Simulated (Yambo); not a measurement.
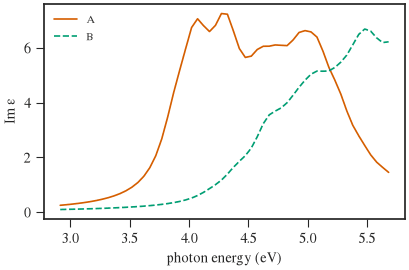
*Two computed absorption spectra of BaTiO$_{3}$ (space group Amm2, No. 38) (Yambo, PBEsol bands with the same scissor, field along x)*

Axes are Cartesian, with cell vectors (Å) (3.98, 0.00, 0.00), (0.00, 2.86, 2.88), (0.00, -2.86, 2.88).

### Question
Which curve includes the electron-hole attraction (BSE)?

### Answer
Curve A: the attraction moves weight to lower energy (centre of the plotted range 4.6 eV against 5.1 eV). Settings: 6×6×6 mesh, 3 valence and 3 conduction bands, static screening with 44 bands and a 3 Ry block, scissor 1.64 eV, Tamm-Dancoff. The scissor comes from a G0W0 run whose convergence isn't established. Broadening 0.15 eV. The band window holds all transitions up to 4.9 eV; the range above that lacks some weight. On this mesh the peak heights and the fine structure are mesh artefacts; only the shift of weight is robust.

Geometry of the Materials Project entry, not relaxed at this level; primitive cell a = 3.983 Å, b = c = 4.057 Å, α = 89.75°, β = γ = 90.00°.

This is not the ordinary phase of the substance.
